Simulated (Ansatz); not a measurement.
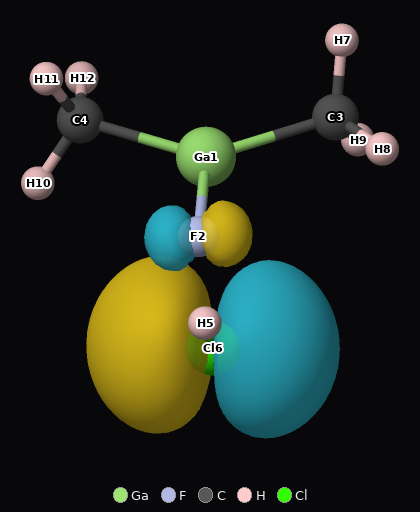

Figure 1: C2H6FGa···HCl. The HOMO−1 at ±0.1 Å⁻³ᐟ² (yellow and cyan are the two phases), seen at a tilt.

Computed with RKS B3LYP-D4/def2-SVP in Ansatz 0.2.0.

Input file:

```
crystal:
  periodic: [false, false, false]
  atoms:
    - { symbol: Ga, position_ang: [0.258159, 0.340558, -0.048424] }
    - { symbol: F, position_ang: [1.664627, -0.144159, 0.955088] }
    - { symbol: C, position_ang: [0.524987, -0.146659, -1.929964] }
    - { symbol: C, position_ang: [-1.068715, 1.275795, 1.049476] }
    - { symbol: H, position_ang: [0.931847, -2.085781, 1.59855] }
    - { symbol: Cl, position_ang: [-0.111703, -2.86122, 1.404814] }
    - { symbol: H, position_ang: [0.432256, 0.730427, -2.588851] }
    - { symbol: H, position_ang: [1.521772, -0.594658, -2.044792] }
    - { symbol: H, position_ang: [-0.232659, -0.88334, -2.24325] }
    - { symbol: H, position_ang: [-1.257895, 0.671495, 1.949549] }
    - { symbol: H, position_ang: [-0.645661, 2.240507, 1.372796] }
    - { symbol: H, position_ang: [-2.017115, 1.457034, 0.524907] }
basis:
  gaussian: { orbitals: def2-SVP }
hamiltonian:
  xc: b3lyp
  dispersion: d4
relax:
  f_tol: 0.03
  max_steps: 50
output:
  orbitals: {}
```

Run with:

```sh
ansatz run input.yaml --threads 4 --pin off --max-ram 5120MiB --backend cpu --events-out ev --progress --plain --runs-dir out
```

The fields are those of the relaxed geometry.

Q: Describe this orbital and give its energy.

A: Its weight (Hirshfeld) is mainly on Cl6 (about 90 %); largely a lone pair of Cl6. Its energy is −8.85 eV.
